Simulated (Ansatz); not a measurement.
Fields on a plane of LiTaO3 (LiNbO3 type, space group R3c)

```
LiTaO3
1.0
    2.59549     1.49851     4.63811
   -2.59549     1.49851     4.63811
    0.00000    -2.99701     4.63811
Li Ta O
2 2 6
Direct
  0.70591   0.70591   0.70591
  0.20591   0.20591   0.20591
  0.98792   0.98792   0.98792
  0.48792   0.48792   0.48792
  0.62570   0.86899   0.26119
  0.86899   0.26119   0.62570
  0.26119   0.62570   0.86899
  0.76119   0.36899   0.12570
  0.36899   0.12570   0.76119
  0.12570   0.76119   0.36899
```

The slice is a (-1 1 0 4) plane (indices of the conventional cell) through the point (0.126, 0.761, 0.369) (fractional), spanned by u = [1 0 -1] and v = [1 -1 1] in vectors of this cell: u (5.19 Å) and v (7.58 Å, at 90° to u). It covers one period; positions are fractions (u, v).

Atoms on it: Ta at (0.12, 0.74), 0.2 Å off the plane; Ta at (0.12, 0.24), 0.2 Å off the plane; O at (0.24, 0.50); O at (0.00, 0.00). Other atoms lie within 1 Å of the plane.

Method: PBE (plane waves to 420 eV, PAW, scalar-relativistic; Ansatz, an electronic-structure program). k mesh 8×8×8. These are valence fields of a PAW run, semicore shells included where kept as valence: close to a nucleus they are smooth pseudo fields. LiTaO3 is run without spin polarisation. LiTaO3 was relaxed with its symmetry unable to fall. Spin-orbit coupling is left out, though Ta is heavy. The PAW data are Ansatz's earlier set.

```
|11665511000000000000000000000000225555|
|11222211000000000000000000000000001111|
|00000000000000000000000000000000000000|
|00000000000000000000000000000000000000|
|00000000000000000000000000000000000000|
|00000000000000000000000000000000000000|
|00000000000000000000000000000000000000|
|00000000000000000000000000000000000000|
|00000000000000000000000000000000000000|
|00000000000000000000000000000000000000|
|00000000000000000000000000000000000000|
|00001122111122110000000000000000000000|
|00002255222277441100000000000000000000|
|00114488332299661100000000000000000000|
|00003366442266441100000000000000000000|
|00001122221122110000000000000000000000|
|00000000000000000000000000000000000000|
|00000000000000000000000000000000000000|
|00000000000000000000000000000000000000|
|00000000000000000000000000000000000000|
|00000000000000000000000000000000000000|
|00000000000000000000000000000000000000|
|00000000000000000000000000000000000000|
|00000000000000000000000000000000000000|
|00000000000000000000000000000000000000|
|11111100000000000000000000000000112222|
|11445511000000000000000000000000226666|
|00667722000000000000000000000000338888|
```
Scale: ten equal steps from 0.000 (start of '0') to 0.114 (end of '9'), in the order '0123456789'. Values: density of the highest valence band (whole band, smooth part) in e/Å³. The map has 19 points along u (two characters each, u = 0 at the left) and 28 along v (v = 0 in the bottom row). 

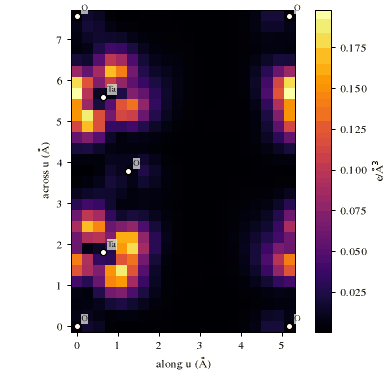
*Density of the lowest conduction band (whole band as if filled, smooth part) in e/Å³, one period of the plane, atoms marked. *

| Quantity | Result |
|---|---|
| Element round which the density of the highest valence band (whole band, smooth part) is largest on this plane | O |
| Element round which the density of the lowest conduction band (whole band as if filled, smooth part) is largest on this plane | Ta |
